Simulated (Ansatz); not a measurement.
Run report: NaB₇P₈ (charge −2), single-point calculation

System: NaB₇P₈ (defect cell, 16 atoms in the cell, total charge −2).
Method: DFT, PBEsol, plane waves, PAW, no spin polarisation (Ansatz 0.2.0).

Figures and captions count atoms from 1; the log counts them from 0 in places.

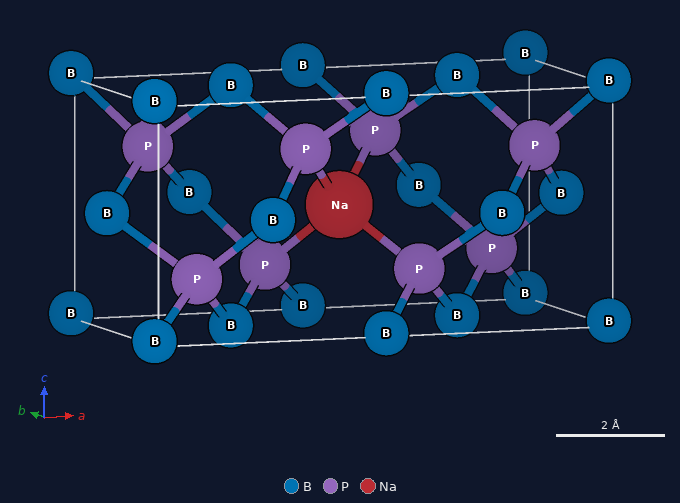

*The input geometry (ball-and-stick view of the cell of the calculation, seen slightly off an axis).*

### Summary

```csv
quantity,value
outcome,converged
electrons treated,74
free energy,−8414.8055 eV
Fermi energy,11.487 eV
pressure,13.95 GPa
largest force (length of the vector),8.742 eV/Å
hardware,"8 threads of Intel Xeon @ 2.50GHz, 14 GiB of memory available, shared host"
wall time,1.3 s (CPU time 7.1 s)
peak memory,0.52 GiB
```

Settings chosen away from the usual ones: sNa_B+qm2+t70. The program warns: the cutoff is below the recommended one. The k-point mesh is coarse for a cell of this size, so the results may not be converged.

### Input
```yaml
crystal:
  lattice:
    - [9.040378, 0.000000, 0.000000]
    - [0.000000, 4.520189, 0.000000]
    - [0.000000, 0.000000, 4.520189]
  atoms:
    - { symbol: B, position: [0.994351, 0.015524, 0.022680] }
    - { symbol: B, position: [0.503346, 0.009771, 0.012602] }
    - { symbol: B, position: [0.253019, 0.509579, 0.008638] }
    - { symbol: B, position: [0.751345, 0.511104, 0.008231] }
    - { symbol: B, position: [0.254505, 0.013150, 0.505387] }
    - { symbol: B, position: [0.757602, 0.004906, 0.493156] }
    - { symbol: B, position: [0.980783, 0.510782, 0.499008] }
    - { symbol: P, position: [0.132413, 0.260428, 0.240313] }
    - { symbol: P, position: [0.623783, 0.269920, 0.241687] }
    - { symbol: P, position: [0.366338, 0.717907, 0.228263] }
    - { symbol: P, position: [0.864253, 0.711330, 0.255708] }
    - { symbol: P, position: [0.368477, 0.241484, 0.765336] }
    - { symbol: P, position: [0.876388, 0.264636, 0.733741] }
    - { symbol: P, position: [0.114742, 0.751973, 0.738066] }
    - { symbol: P, position: [0.614073, 0.744231, 0.762852] }
    - { symbol: Na, position: [0.488345, 0.491189, 0.493901] }
kpoints:
  mp_grid: { grid: [2, 2, 2], shift: [0.5, 0.5, 0.5] }
basis: { ecutrho_ratio: 3 }
hamiltonian:
  xc: pbesol
total_charge: -4
scf:
  occupations: { method: fermi_dirac, width: 0.01 }
  max_iter: 80
output:
  forces: true
  eigenvalues: true
  stress: true
```

Run as:
```bash
ansatz run in.yaml --threads 8 --pin off --max-ram 13300MiB --runs-dir r --events-out ev --progress --plain
```

### The program's output
```
settings of this run that can trade accuracy for cost: basis.ecutrho_ratio < 4. Do not mix this run's numbers with those of runs without the same settings; the input reference describes each key
Pseudopotentials: kind: paw
Functional definition: PBEsol
  exchange = pbesol_x
  correlation = pbesol_c
Crystal: 16 atoms, lattice volume = 184.714 Å³
Basis set: ecut = 420 eV, 3639 PW (Γ), exchange–correlation on 120×60×60 points (8 copies of the dense FFT grid, shifted against one another)
Bands: 53, of which v1, the nominal top of the filled ones, is band 37 counted from 1 (36 counted from 0)
Symmetry: 1 space group operations
Space group: P1 (ITA 1), of the structure as read, at distance tolerance 5.7e-5 Å
k-points: 4 of 8 (time reversal used)
Non-local potential: B, projectors of the file, l = 0: 2, l = 1: 2, l = 2: 1
Non-local potential: P, projectors of the file, l = 0: 2, l = 1: 2, l = 2: 2
Non-local potential: Na, projectors of the file, l = 0: 3, l = 1: 2, l = 2: 1
PAW form: soft (Blöchl's): semilocal exchange-correlation on the pseudo side does not see the compensation charge
PAW frozen core: B, regenerated for the run's functional, and the local potential with it (the file was generated under x = pbe(κ = 0.804, μ = 0.2195149727645171), c = pbe(β = 0.06672455060314922))
PAW frozen core: P, regenerated for the run's functional, and the local potential with it (the file was generated under x = pbe(κ = 0.804, μ = 0.2195149727645171), c = pbe(β = 0.06672455060314922))
PAW frozen core: Na, regenerated for the run's functional, and the local potential with it (the file was generated under x = pbe(κ = 0.804, μ = 0.2195149727645171), c = pbe(β = 0.06672455060314922))
PAW one-centre angular grid: B, 110 points (default); XC on 64 Gauss nodes
PAW one-centre angular grid: P, 110 points (default); XC on 64 Gauss nodes
PAW one-centre angular grid: Na, 110 points (default); XC on 64 Gauss nodes
Initial density: superposition of atomic densities (neutral atoms scaled as one to the charged cell's electrons: chi_scale 0, normalization atom), corrected by the library's trained network
Initial wavefunctions: pseudopotential atomic-orbital guess
Functional: x = pbesol(κ = 0.804, μ = 0.12345679012345678), c = pbesol(β = 0.046)
SCF iter   1: F=—  HF=-8419.655950 eV  |F-HF|=—  |Δ(HF+E_count)|=         —  Δρ=7.40e-2  dr2=2.05e1  ethr=1.77e-3  ⟨swp⟩=8.8  Hψ=1143  notcnv=0  defer=9
preconditioner: auto → Resta (q_TF=auto, 2.343 Å⁻¹)  ε∞=5.3  [insulator: Δε(μ)=0.417 eV  Ē_g=11.204 eV  σ=0.010 eV  W_gap=1.00  n_scr=38 (ndim 8)  ℏωp=23.2 eV  f_vac=0.000  D(μ)=0.00/eV (n_scr^D=0)  ε∞_Penn≈5.3]
SCF iter   2: F=—  HF=-8415.563539 eV  |F-HF|=—  |Δ(HF+E_count)|=    4.09e0  Δρ=2.44e-2  dr2=3.06e0  ethr=1.77e-3  ⟨swp⟩=4.0  Hψ=591  notcnv=0  defer=42
SCF iter   3: F=—  HF=-8415.042069 eV  |F-HF|=—  |Δ(HF+E_count)|=   5.21e-1  Δρ=1.32e-2  dr2=7.39e-1  ethr=1.77e-3  ⟨swp⟩=3.0  Hψ=279  notcnv=0  defer=41
SCF iter   4: F=—  HF=-8414.884413 eV  |F-HF|=—  |Δ(HF+E_count)|=   1.58e-1  Δρ=8.28e-3  dr2=3.49e-1  ethr=9.98e-4  ⟨swp⟩=2.5  Hψ=380  notcnv=0  defer=41
SCF iter   5: F=—  HF=-8414.810953 eV  |F-HF|=—  |Δ(HF+E_count)|=   7.35e-2  Δρ=2.43e-3  dr2=1.72e-2  ethr=4.71e-4  ⟨swp⟩=2.2  Hψ=339  notcnv=0  defer=41
SCF iter   6: F=—  HF=-8414.805602 eV  |F-HF|=—  |Δ(HF+E_count)|=   5.35e-3  Δρ=8.26e-4  dr2=1.03e-3  ethr=2.33e-5  ⟨swp⟩=2.8  Hψ=371  notcnv=0  defer=9
automatic band count: iteration 6 solves 45 bands in place of 53: the levels show a gap, and the empty bands left out lie too high to hold charge; the band table lists the bands solved (type scf.n_extra_bands for more)
SCF iter   7: F=—  HF=-8414.805518 eV  |F-HF|=—  |Δ(HF+E_count)|=   8.43e-5  Δρ=2.01e-4  dr2=4.27e-5  ethr=1.40e-6  ⟨swp⟩=2.0  Hψ=331  notcnv=0  defer=9
SCF iter   8: F=—  HF=-8414.805522 eV  |F-HF|=—  |Δ(HF+E_count)|=   4.92e-6  Δρ=4.45e-5  dr2=2.41e-6  ethr=5.76e-8  ⟨swp⟩=2.0  Hψ=322  notcnv=0  defer=9
SCF iter   9: F=-8414.805522 eV  HF=-8414.805523 eV  |F-HF|=1.44e-8  |Δ(HF+E_count)|=   4.58e-8  Δρ=5.80e-6  dr2=7.21e-8  ethr=1.35e-10  ⟨swp⟩=11.5  Hψ=1005  notcnv=0
SCF 1 converged in 9 iterations: F = -8414.805522 eV  dr2 = 7.21e-8
  greatest PAW one-centre occupation: 1.020 electrons in one spin orbital (limit 2), on the Na atom at site 15 (counted from 0), in its partial waves of l = 1
```

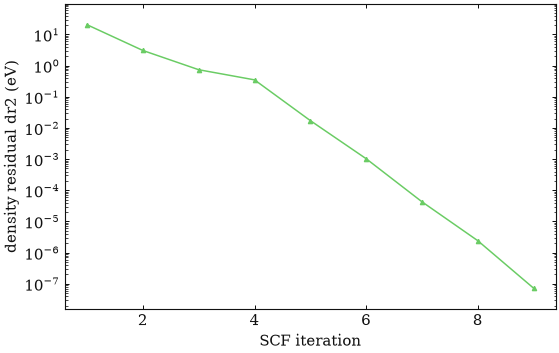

*Convergence of the self-consistent field: density residual dr2 against the SCF iteration.*

The residual falls at every step.

```
SCF converged after 9 iterations
Free energy (F): -8414.805522 eV
Harris-Foulkes:  -8414.805523 eV  (|F-HF|=1.44e-8)
Internal energy: -8414.804949 eV  (E = F + TS)
E sigma→0 (E₀):  -8414.805236 eV
Entropy (-TS):   -0.000574 eV (-0.036 meV/atom)
Fermi energy:    11.487423 eV
--- Per-component energies (eV) ---
  E_band       = 62.477764
  E_kinetic    = 1143.502625
  E_local      = -2018.179288  (includes V_loc(G=0)·N_el)
  E_nonlocal   = 495.487574
  E_hartree    = 721.303629
  E_xc         = -812.397675
  E_vxc        = -882.291881  (∫ρ·V_xc dr)
  E_paw        = -5218.444396  (= ΣΔE_a)
  E_vpaw       = -118.648876  (= ΣTr[D̂ρ^β])
  E_aug_tail   = 0.000071  (compensation charges beyond the density's cutoff)
  E_ewald      = -2726.603928
  E_core_change = 0.526439  (= ΣΔE_core)
  E_smearing   = -0.000574  (= −TS)
  E_closure    = 0.000000  (closes the sum)
  E_deformation_potential = -67.809515  (in the stress; not in F)
  Σ components = -8414.805522   (vs F -8414.805522, Δ=0.00e0)
--- Forces (eV/Å), atoms counted from 1 ---
  atom   1  B      0.10681076    -0.96009343    -1.51601615
  atom   2  B     -0.91388496    -0.75250347    -0.32120289
  atom   3  B     -2.95096208    -1.70387424    -3.04956912
  atom   4  B     -1.32494987    -1.59890677    -2.43422051
  atom   5  B     -1.29033350    -1.09028542    -0.74640239
  atom   6  B     -1.40323391    -0.39644263     0.20889501
  atom   7  B      3.42368759    -0.89966365    -0.09924969
  atom   8  P     -1.26570064     0.30251662     1.88249573
  atom   9  P      6.12244474    -4.94499357    -3.41244026
  atom  10  P     -2.64550628     8.04209737    -2.17829443
  atom  11  P      1.09124296     4.11825641     0.39208634
  atom  12  P     -3.50973849    -3.64330274     4.30338898
  atom  13  P     -0.89204832    -1.01126975     1.84281846
  atom  14  P      0.01295193     0.19305096     0.08733876
  atom  15  P      5.28823789     4.31272270     2.93619139
  atom  16  Na     0.15095278     0.03265079     2.10414182
  max |Σ_I F_I| component: 4.08e-5 eV/Å
--- Stress (GPa, compression-positive) ---
        4.071561       3.226474       4.308832
        3.226474      16.214682       2.070500
        4.308833       2.070500      21.574135
  P = ⅓ Tr σ = 13.9535 GPa (139.535 kbar)
--- Band table (eV) ---
  k-point 0: bands = ["-42.3559", "-14.7736", "-14.7228", "-14.6124", "-5.2862", "-4.4501", "-3.0353", "-2.6803", "-2.2855", "-1.9941", "-1.6283", "-1.0027", "1.0403", "1.3686", "1.8804", "2.1490", "2.5723", "3.2573", "3.5787", "4.1052", "4.2275", "4.5644", "4.9163", "5.5258", "5.6959", "5.8691", "6.1212", "6.6464", "6.7719", "6.9745", "7.3209", "7.5257", "8.3586", "8.6272", "9.2200", "10.3918", "11.4418", "11.8336", "12.0553", "12.2202", "12.4621", "13.1577", "13.4688", "13.8107", "13.9382"]
  k-point 1: bands = ["-42.3559", "-14.7741", "-14.7225", "-14.6122", "-5.2900", "-4.4360", "-3.1229", "-2.5302", "-2.4665", "-1.7105", "-1.5627", "-1.2325", "0.9143", "1.3726", "1.8267", "2.1398", "2.4668", "3.2991", "3.7665", "4.0361", "4.5009", "4.7607", "4.9772", "5.4330", "5.7908", "5.9474", "6.0777", "6.3759", "6.5527", "6.7501", "7.3578", "7.7107", "8.2977", "8.8963", "9.4804", "10.0574", "11.2706", "11.6764", "11.9676", "12.2134", "12.4300", "12.9901", "13.4084", "13.7398", "13.8677"]
  k-point 2: bands = ["-42.3559", "-14.7741", "-14.7225", "-14.6122", "-5.2882", "-4.4463", "-3.0551", "-2.6502", "-2.3942", "-1.7816", "-1.5642", "-1.1660", "0.9375", "1.3611", "1.7856", "2.1557", "2.4517", "3.3595", "3.6801", "4.1725", "4.5873", "4.6702", "4.8689", "5.4488", "5.6724", "5.8354", "6.0306", "6.5223", "6.6923", "6.9817", "7.3475", "7.5359", "8.1778", "9.0316", "9.4356", "10.0124", "11.2923", "11.5331", "12.0682", "12.1764", "12.5833", "13.0428", "13.2769", "13.8538", "14.0103"]
  k-point 3: bands = ["-42.3559", "-14.7736", "-14.7228", "-14.6124", "-5.2913", "-4.4256", "-3.1298", "-2.6055", "-2.3058", "-2.0728", "-1.4015", "-1.0896", "0.9706", "1.4521", "1.6035", "2.3788", "2.5019", "3.0840", "3.7012", "4.2518", "4.4143", "4.7362", "5.0449", "5.3196", "5.5250", "5.6945", "6.0641", "6.5836", "6.6659", "7.1837", "7.3039", "7.5129", "8.3784", "8.5228", "9.3860", "10.4058", "11.2534", "11.7672", "12.1479", "12.3864", "12.7049", "13.0641", "13.4072", "13.6896", "13.9678"]
settings of this run that can trade accuracy for cost: basis.ecutrho_ratio < 4. Do not mix this run's numbers with those of runs without the same settings; the input reference describes each key
```

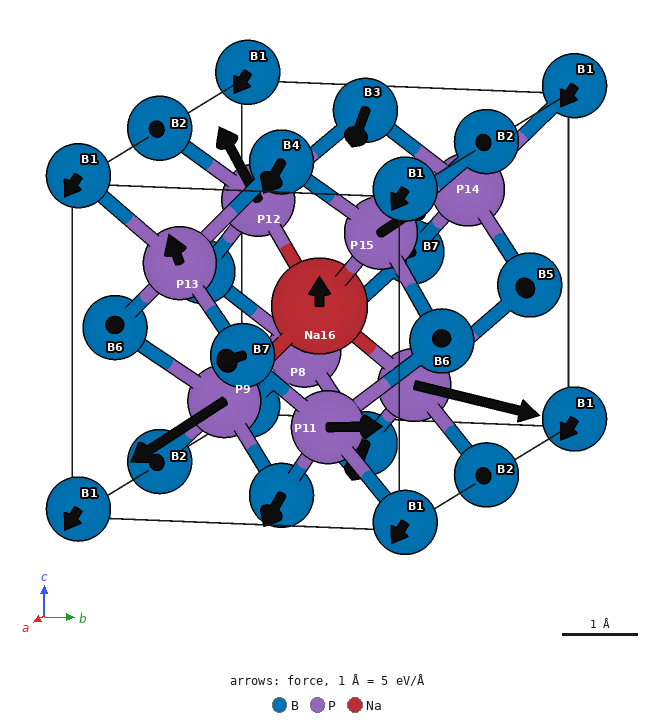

*Forces on the atoms as black arrows (ball-and-stick view of the cell of the calculation, seen slightly off an axis; atoms are numbered from 1 in the order of the input); the smallest are left out.*

The largest act on P10 (8.74 eV/Å); P9 (8.58 eV/Å); P15 (7.43 eV/Å); P12 (6.64 eV/Å), among others. 
